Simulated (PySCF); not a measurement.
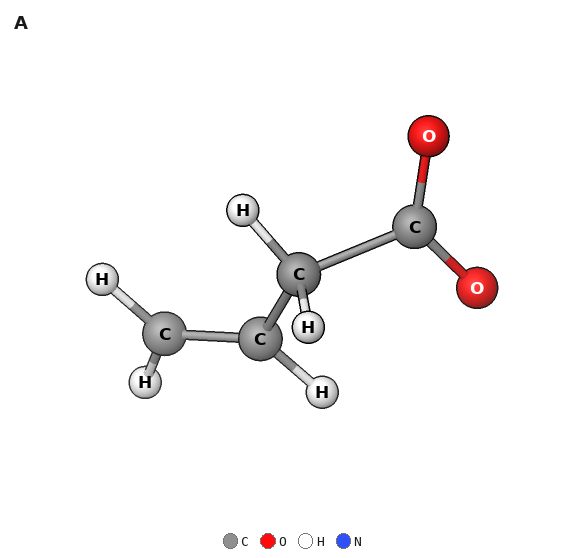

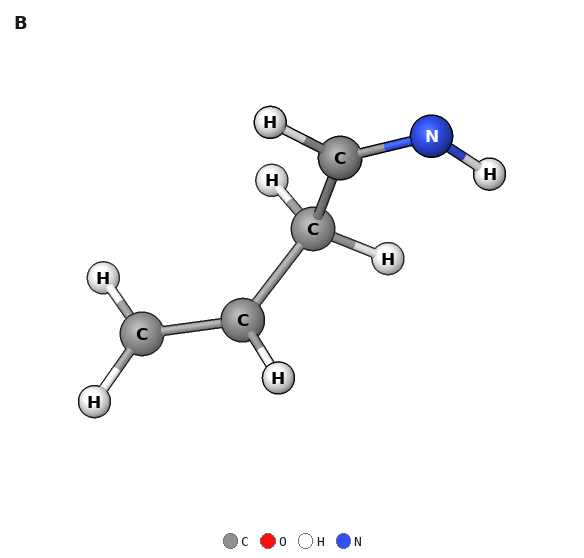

Two related species, optimised with PBE0-D3(BJ)/def2-SVP; properties computed with PySCF 2.14.0. A: charge −1, singlet. B: charge 0, singlet.

What are A and B?

A is C4H5O2(-) (C=CCC(=O)[O-]), B is C4H7N ([H]/N=C\CC=C).

Compare them. With WP04/pcSseg-2: HOMO energy (Kohn–Sham orbital) (eV). With PBE0/def2-SVPD: mean static polarisability (bohr³).

```
                            quantity      A      B
HOMO energy (Kohn–Sham orbital) (eV)  −2.52  −8.55
  mean static polarisability (bohr³)   68.7   58.6
```

Each is one conformer, and no frequency run is at hand to confirm it as a minimum.
